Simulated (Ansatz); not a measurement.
## Response to strain in Zr

Base system: Zr in the hcp (Mg type) structure (space group P6_3/mmc, No. 194; a = 3.2443 Å, c = 5.1580 Å; relaxed with 0.1 eV smearing).

Strains are applied to the cell and any free atomic positions relax.

Method: r2SCAN/PAW in Ansatz (a quantum-chemistry and plane-wave program), no SOC.

Notes on the quantities. pressure: mean of the normal stresses, compression positive.

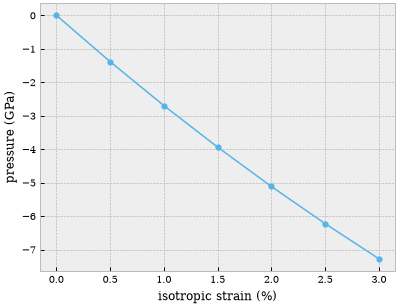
Figure: Pressure against isotropic strain

**Question.** From the plot, what is the pressure for isotropic strain +2.50 %?

**Answer.** About -6.2 GPa.

**Question.** Is the trend monotonic over the range shown?

**Answer.** Yes, it falls throughout, spanning -7.3 GPa to 0.0 GPa.

Stability against distortions was not tested. All final runs are without spin polarisation.
